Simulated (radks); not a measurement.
## Cu: atomic calculation

Atomic copper (Cu) in the configuration [Ar] 3d9 4s2. Computed at this level: scalar-relativistic Kohn-Sham, PBEsol, spin-unpolarised, spherical densities, finite nucleus (the in-house radial solver radks).

### Output
```
1s      1   2.0000        -325.16208132
2s      1   2.0000         -39.22028417
2p      1   6.0000         -33.88895172
3s      1   2.0000          -4.39890728
3p      1   6.0000          -2.83584478
3d      1   9.0000          -0.35081781
4s      1   2.0000          -0.21431653
Etot -1653.410157360398
Ekin 1677.8381100307781
Encl -3977.729100856564
Eh 712.3888908535989
Exc -65.90805738821133
err 1.9321571987146147e-09
it 15
```

### Orbitals

| orbital | occupation | energy (eV) | ⟨r⟩ (bohr) | outer maximum (bohr) |
| --- | --- | --- | --- | --- |
| 1s | 2 | −8848.1 | 0.05217 | 0.0341 |
| 2s | 2 | −1067.2 | 0.2354 | 0.197 |
| 2p | 6 | −922.165 | 0.2065 | 0.158 |
| 3s | 2 | −119.700 | 0.7098 | 0.613 |
| 3p | 6 | −77.167 | 0.7448 | 0.618 |
| 3d | 9 | −9.546 | 0.9586 | 0.595 |
| 4s | 2 | −5.832 | 2.715 | 2.16 |

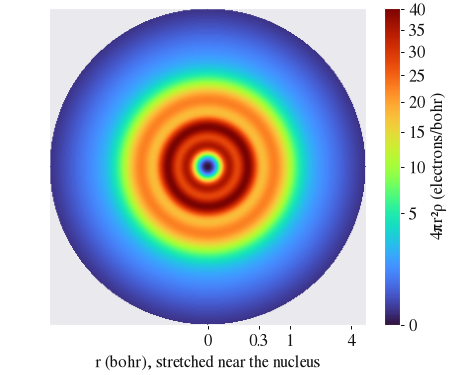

*The radial density 4πr²ρ as a disc about the nucleus, with the radius drawn as r to the power 0.4.*

There are 3 maxima, at r = 0.0363, 0.165 and 0.598 bohr, parted by minima at 0.0783 and 0.376 bohr, inside which lie 2.1 and 10.8 electrons. The configuration has 4 principal shells, so not every shell has a maximum of its own.

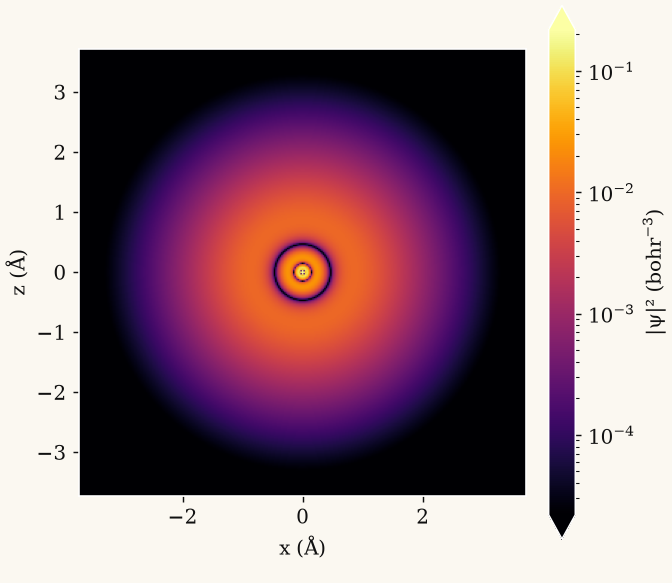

*One occupied orbital is shown. In the xz plane through the nucleus, the colour gives |ψ|² on a logarithmic scale. (1 bohr = 0.529 Å.) The radial function comes from the spherical calculation and is multiplied by a real spherical harmonic; the overall sign is chosen so that the largest lobe of P(r) is positive; at the scalar-relativistic level it is the large component.*

It is 4s. It has no angular node and 3 radial nodes, at r = 0.0674, 0.281 and 0.881 bohr; only the outer 2 can be made out at this scale. The outermost maximum of P² lies at 2.16 bohr, ⟨r⟩ = 2.72 bohr, 90 % of the charge lies within 4.19 bohr, and the eigenvalue is −5.83 eV, with 2 electrons in the shell.

### The input
```
Z 29
configuration [Ar] 3d9 4s2
relativity scalar-relativistic
functional pbe_sol,pbe_sol
spin unpolarised
nucleus finite rms 3.8823 fm
c 137.035999084
```

Energies in input and log are in hartree, lengths in bohr (the nuclear radius in fm).

### Key numbers

```tsv
quantity	value
outcome	converged
total energy	−1653.4102 hartree
kinetic energy	1677.8381 hartree
electron–nucleus energy	−3977.7291 hartree
Hartree energy	712.388891 hartree
exchange–correlation energy	−65.908057 hartree
radius at density 0.001 e/bohr³	4.24 bohr
SCF iterations	15
hardware	1 CPU thread, shared host
```
